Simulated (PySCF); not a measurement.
BCl2(CN) (CBCl2N).

Level of theory: BP86/6-31G* (PySCF), at a geometry from GFN2-xTB. No frequency check shows the geometry to be a minimum. GFN2-xTB bond lengths at metals and heavier atoms can be off by up to 0.1 Å and shapes distorted, which carries into these values.

Coordinates in Å:

```
B1       0.0112   -0.0003    0.0000
Cl2     -0.8229   -1.4943    0.0000
Cl3     -0.8313    1.4904    0.0000
C4       1.5415    0.0037    0.0000
N5       2.6881    0.0066    0.0000
```

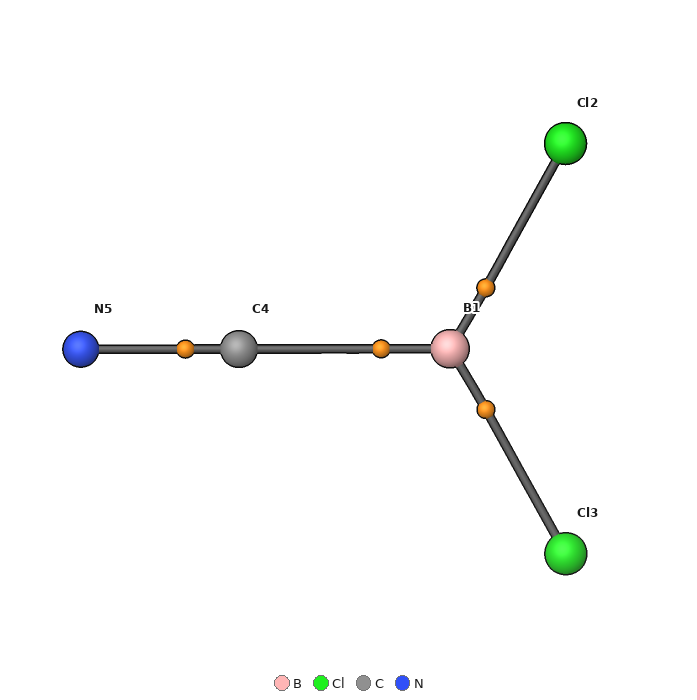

Molecular graph of the electron density (QTAIM): bond paths, bond critical points (orange), ring points (yellow, if any); weak paths are dashed.

### How many critical points of each kind are there, and does the count close?

5 nuclei, 4 bond, 0 ring and 0 cage critical points: 5 − 4 + 0 − 0 = 1, as the Poincaré–Hopf relation requires.

### What does the calculation give at each kind of bond critical point?

```json
{"bond": "C4–N5", "length (Å)": "1.147", "ρ (a.u.)": "0.475", "∇²ρ (a.u.)": "+0.72", "ε": "0.03", "H (a.u.)": "−0.825"}
{"bond": "B1–C4", "length (Å)": "1.530", "ρ (a.u.)": "0.181", "∇²ρ (a.u.)": "+0.01", "ε": "0.10", "H (a.u.)": "−0.176"}
{"bond": "B1–Cl2 (2 alike)", "length (Å)": "1.711", "ρ (a.u.)": "0.162", "∇²ρ (a.u.)": "+0.04", "ε": "0.10", "H (a.u.)": "−0.154"}
```

### What kind of interaction is B1–Cl2?

Polar or intermediate (positive Laplacian, negative energy density H): ρ = 0.162, ∇²ρ = +0.04, H = −0.154 a.u.

Run time: 20 s on 1 thread of AMD EPYC (Zen 3), with other jobs on the host, peak memory 0.32 GiB.
